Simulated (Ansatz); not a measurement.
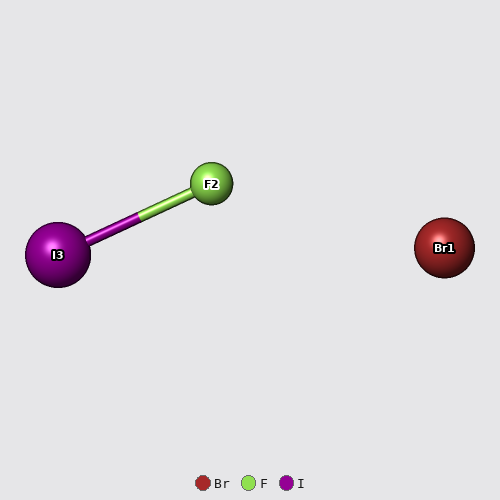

The system is Br⁻ + FI; the picture shows the reference structure. 
- The first coordinate is: distance Br1–F2; the second: distance F2–I3.
- Nothing is relaxed (the angle Br1–F2–I3 is fixed at 140 degrees).
- The scan uses a 10 × 10 grid.
- Points are written as (first, second).
- All energies are given in kJ/mol relative to the lowest grid point.
- The reference is spin-restricted, so regions where a bond is pulled apart into radicals lie too high.
- Theory: Ansatz, RKS PBE0-D4/def2-TZVPD.

Its coordinates:

```xyz
3

Br   -2.8130    0.0000    0.0000
F     0.0000    0.0000    0.0000
I     1.5137    1.2701    0.0000
```

Range: distance Br1–F2 from 1.440 to 3.040 Å; distance F2–I3 from 1.592 to 3.192 Å.

What will the energy surface look like?

The lowest grid point is at (2.813 Å, 1.976 Å). The highest grid point, (1.440 Å, 1.592 Å), lies 1274 kJ/mol above the lowest.

```
distance F2–I3 ↓, distance Br1–F2 →  1.440  1.532  1.666  1.824  1.998  2.185  2.384  2.594  2.813  3.040
                              3.192    285    146     58     36     52     83    118    151    179    201
                              2.965    292    153     61     34     45     70    101    130    155    174
                              2.746    309    167     70     36     38     56     80    104    125    142
                              2.536    342    196     90     44     33     41     56     74     90    103
                              2.337    399    246    127     64     36     29     33     42     52     61
                              2.150    492    328    189    102     52     26     15     15     18     23
                              1.976    630    450    285    167     89     40     14      3      0      1
                              1.818    819    618    422    269    161     90     48     27     18     15
                              1.684   1052    830    603    418    282    192    138    109     95     90
                              1.592   1274   1038    788    580    426    324    263    230    214    207
```

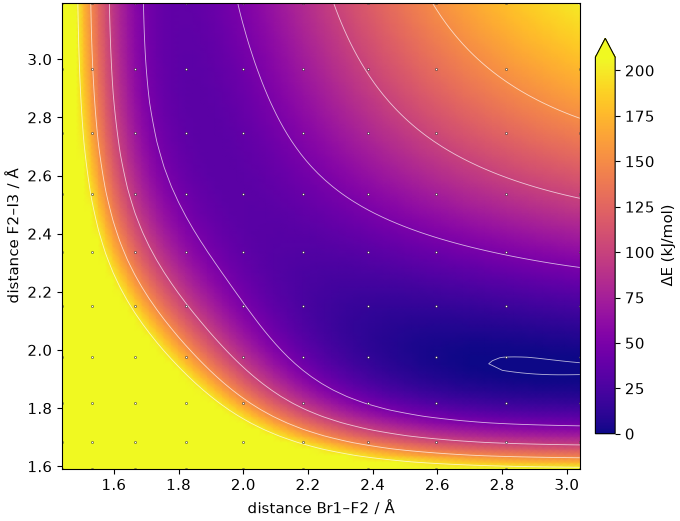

Drawn: a smooth colour map with a few white contour lines, dots at the grid points, one colour for all values above the top of the scale. Between grid points the surface is interpolated.

Each point was launched as `ansatz run input.yaml --threads 1 --pin off --max-ram 2560MiB --backend cpu --events-out ev --progress --plain --runs-dir out`. The whole map (100 points run) took 13 min on 1 thread of Arm Neoverse V1, on a shared host.
